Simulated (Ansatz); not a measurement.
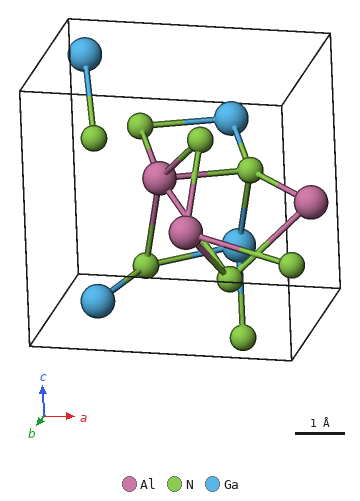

Starting frame of a dynamics run of an amorphous cell of composition Al3Ga4N7 (14 atoms in the cell). A ball-and-stick model of the simulation cell, seen from a free direction. Bonds to atoms that aren't drawn are left out.

Theory: DFT PBE, scalar-relativistic, plane waves, PAW in Ansatz 0.2.0.

Input
```yaml
crystal:
  lattice:
    - [5.42341, -0.021816, -0.102099]
    - [-0.021816, 5.673736, 0.183245]
    - [-0.102099, 0.183245, 5.499889]
  atoms:
    - { symbol: Al, position: [0.4297740107, 0.5321558355, 0.550536941] }
    - { symbol: Al, position: [0.4573421386, 0.2016284898, 0.2452222533] }
    - { symbol: Al, position: [0.9639676327, 0.320159629, 0.4262634376] }
    - { symbol: "N", position: [0.5191806583, 0.1658179898, 0.6019009661] }
    - { symbol: "N", position: [0.6697940182, 0.460764159, 0.1484454885] }
    - { symbol: "N", position: [0.4134488891, 0.7854773468, 0.8265471737] }
    - { symbol: "N", position: [0.0843270243, 0.0217407493, 0.5424596064] }
    - { symbol: "N", position: [0.8190039115, 0.0069460894, 0.0825127486] }
    - { symbol: "N", position: [0.4276470661, 0.8510985372, 0.2988071793] }
    - { symbol: "N", position: [0.7832586996, 0.5590440071, 0.6101813953] }
    - { symbol: Ga, position: [0.7896952317, 0.8716098758, 0.4045624349] }
    - { symbol: Ga, position: [0.08942745, 0.160680629, 0.9109498365] }
    - { symbol: Ga, position: [0.2077577656, 0.6953866102, 0.1024722535] }
    - { symbol: Ga, position: [0.7591212743, 0.7651436276, 0.8701116029] }
  symmetry: { detect: false }
basis:
  ecutwfc: 320
  xc_grid: 1
kpoints:
  mp_grid: { grid: [1, 1, 1], shift: [0.25, 0.25, 0.25] }
hamiltonian:
  xc: pbe
scf:
  occupations: { method: fermi_dirac, width: 0.3447 }
  lower_state_search: "off"
  convergence: { dr2_threshold: 1.0e-05 }
output:
  forces: true
  stress: true
md:
  timestep: 2.0
  n_steps: 24
  ensemble: nvt_langevin
  friction: 0.03
  temperature: 4000.0
  initial_velocities: maxwell_boltzmann
  seed: 33501
```

Run as
```bash
ansatz run input.yaml --threads 2 --pin off --max-ram 5120MiB --backend cpu --events-out ev --progress --plain --runs-dir out
```

### Predict how the run goes.

The mean temperature in the second half is 3735 K (standard deviation 200 K). The potential energy in the second half lies on average 74.3 meV per atom below the first frame. The mean pressure there is 16.4 GPa. In the second half of the run the atoms are, in the root-mean-square, this far from where they began (common drift taken out): N 0.57 Å, Al 0.43 Å, Ga 0.34 Å. The run lasts only 48 fs, too short to tell vibration from diffusion.

Along the run (each row but the first and the last is the mean over the interval that it begins):

| time (fs) | potential energy (meV/atom) | T (K) | p (GPa) |
| --- | --- | --- | --- |
| 0.0 | 0.0 | 3714 | 7.2 |
| 6.0 | 102.3 | 3605 | 12.6 |
| 12.0 | 170.0 | 3822 | 17.8 |
| 18.0 | 96.7 | 4073 | 19.1 |
| 24.0 | 4.3 | 3803 | 18.5 |
| 30.0 | -104.6 | 3796 | 15.9 |
| 36.0 | -134.9 | 3842 | 15.3 |
| 42.0 | -61.8 | 3530 | 16.3 |
| 48.0 | -75.0 | 3646 | 14.8 |

The paths of the atoms:

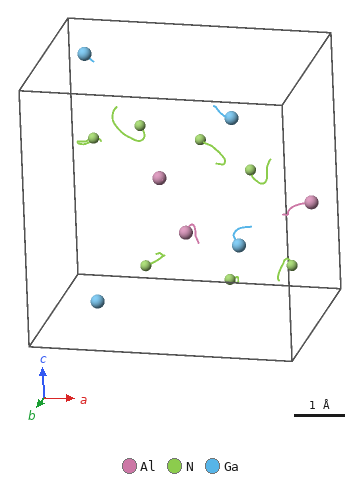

Limits of the set-up: the cutoff lies below the recommended one; the periodic images lie only 5.4 Å apart, so the values are limited by the cell's size.
